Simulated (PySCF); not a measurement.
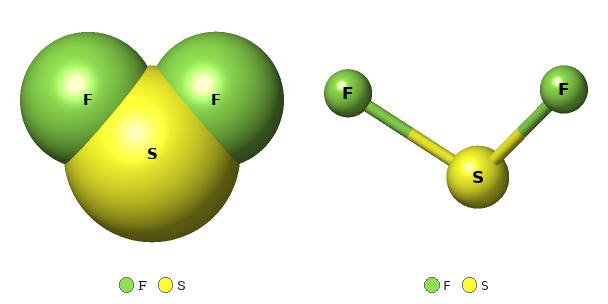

Both panels show the same species.

Computed geometry: PBE0-D3(BJ)/def2-SVP optimisation. No frequency run is at hand to confirm it as a minimum.

> Which formula does it have?

SF2, 3 atoms: 1 sulfur and 2 fluorine.

> What is its SMILES?

FSF

The parts below concern this one geometry. Atoms keep their numbers from picture to picture.

## Symmetry

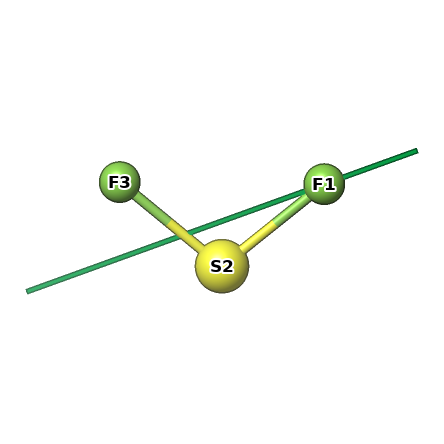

A line through the centre of mass is drawn in. Atoms fade into the background with distance from the viewer. No frequency run is at hand to confirm it as a minimum.

> Is the line a proper rotation axis of the structure, and of what order?

No. The point group is C2v, with 1 C2 axis and 2 mirror planes, and this line isn't one of its proper axes.

## Dipole moment

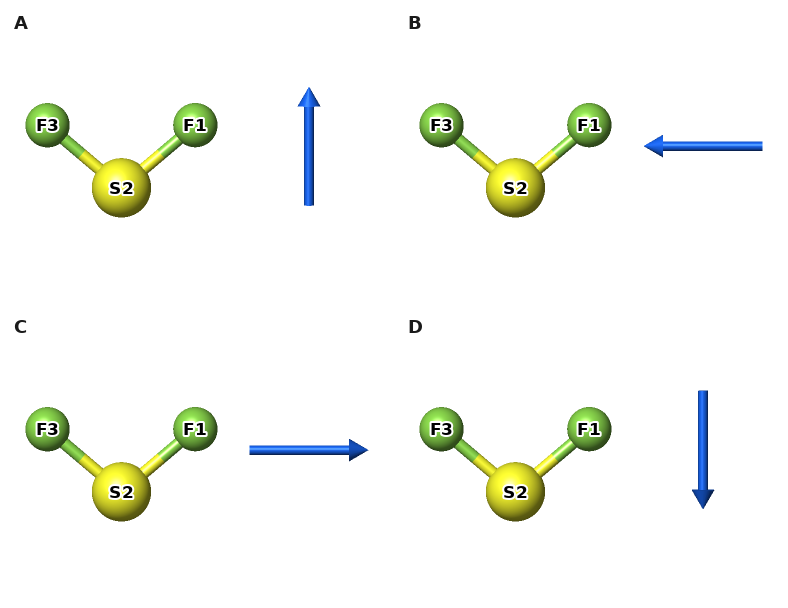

The same molecule four times, each with an arrow. No frequency run is at hand to confirm it as a minimum. Method: BHandHLYP/aug-pcX-1 (pcseg-1 on H) (def2-SVPD on S), gas phase (PySCF 2.14.0).

> Which arrow points along the dipole moment, from the negative to the positive end?

D. The dipole moment is 1.32 D; it points from the side of F1, F3 to the side of S2 (the outermost atoms at the two ends).

## NMR shielding

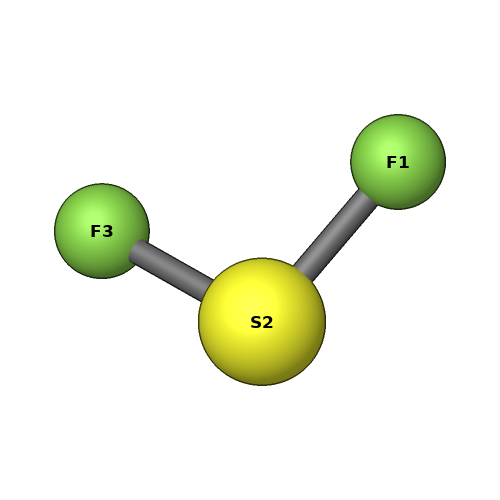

No frequency run is at hand to confirm it as a minimum. Properties computed with GIAO PBE0/pcSseg-1 NMR shielding, non-relativistic, IEF-PCM chloroform (PySCF 2.14.0). Principal shieldings σ11 ≤ σ22 ≤ σ33, span Ω = σ33 − σ11, skew κ = 3(σiso − σ22)/Ω.

Give the shielding tensors of the S atoms.

| atom | σ11 | σ22 | σ33 | σiso | Ω | κ |
| --- | --- | --- | --- | --- | --- | --- |
| S2 | −1851.0 | −806.6 | −92.8 | −916.8 | 1758.2 | −0.19 |

Shieldings and span in ppm.

## Quadrupole coupling

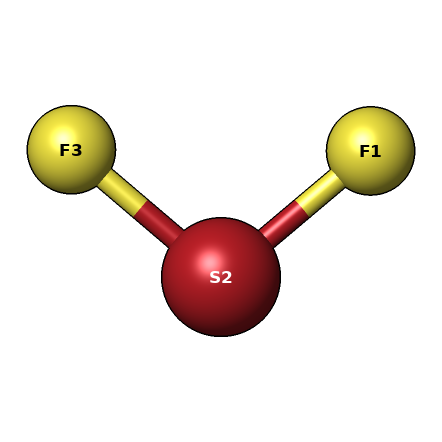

No frequency run is at hand to confirm it as a minimum. Electric field gradients from the ground-state density, PBE0/pcSseg-1 in chloroform (IEF-PCM) (PySCF 2.14.0), non-relativistic apart from any core potentials.

Give the largest field-gradient component, the quadrupole coupling constant and the asymmetry for 33S at S2 (Q = −67.81 mb).

```json
{"atom": "S2", "V_zz (a.u.)": "−6.249", "e²qQ/h (MHz)": "99.6", "η": "0.31"}
```
